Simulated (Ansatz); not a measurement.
**BaTiO3 under a change: x(Zr) = 0.5, 10 atoms, P4/mmm (arrangement B)**

The parent structure is BaTiO3 in the cubic perovskite structure (space group Pm-3m, No. 221; a = 3.994 Å).

The other end (x = 1) is BaZrO₃ in the cubic perovskite structure (space group Pm-3m, No. 221): 14.87 Å³/atom, gap 3.73 eV.

Modification: Zr replaces 50.0 % of the Ti, ordered in a cell of 10 atoms (starting symmetry P4/mmm) and fully relaxed.

The values are results of r2SCAN/PAW in Ansatz (a program for electronic structure), without spin-orbit coupling, not measurements. Settings: 6×6×8 k-points, 0.05 eV Fermi–Dirac smearing, for the changed cell.

| quantity | base | changed | shift |
|---|---|---|---|
| volume per atom | 12.74 Å³ | 13.78 Å³ | +1.04 Å³ |
| shortest interatomic distance | 3.774 bohr | 3.737 bohr | -0.037 bohr |
| band gap | 2.17 eV | 2.69 eV | +0.52 eV |
| gap character (in this cell's own zone, which can be folded) | – | indirect, Z → Γ | – |
| mixing energy | – | +9 meV/atom | – |
| deviation of the volume from the linear (Vegard-type) interpolation | – | -0.2 % | – |
| bowing parameter b of this ordering, from Eg = [1−x] Eg[0] + x Eg[1] − b x [1−x] | – | 1.0 eV | – |

Final structure:

```yaml
crystal:
  lattice:
    - [5.78061, 0.00000, 0.00000]
    - [0.00000, 5.78061, 0.00000]
    - [0.00000, 0.00000, 4.12453]
  atoms:
    - { symbol: Ba, position: [0.00000, 0.50000, 0.00000] }
    - { symbol: Ba, position: [0.50000, 0.00000, 0.00000] }
    - { symbol: Zr, position: [0.50000, 0.50000, 0.50000] }
    - { symbol: Ti, position: [0.00000, 0.00000, 0.50000] }
    - { symbol: O, position: [0.50000, 0.50000, 0.00000] }
    - { symbol: O, position: [0.00000, 0.00000, 0.00000] }
    - { symbol: O, position: [0.75811, 0.24189, 0.50000] }
    - { symbol: O, position: [0.24189, 0.75811, 0.50000] }
    - { symbol: O, position: [0.75811, 0.75811, 0.50000] }
    - { symbol: O, position: [0.24189, 0.24189, 0.50000] }
```

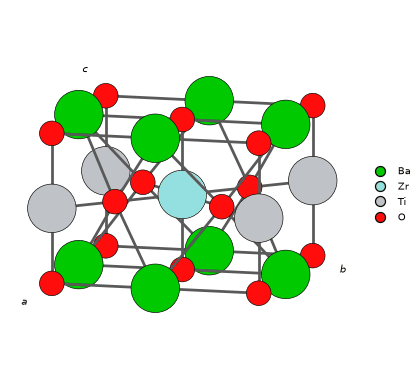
Fig. 1. The relaxed conventional cell after the change

Each cell is one ordered arrangement of few atoms, which overstates ordering effects compared with a random alloy. Whether these cells are dynamically stable was not tested. All final runs are without spin polarisation. Many cubic perovskites are stable only at high temperature; tilts and polar distortions were not tested. This is not the structure that BaTiO3 has at room temperature and ambient pressure. k-point labels follow each cell's own Brillouin zone.
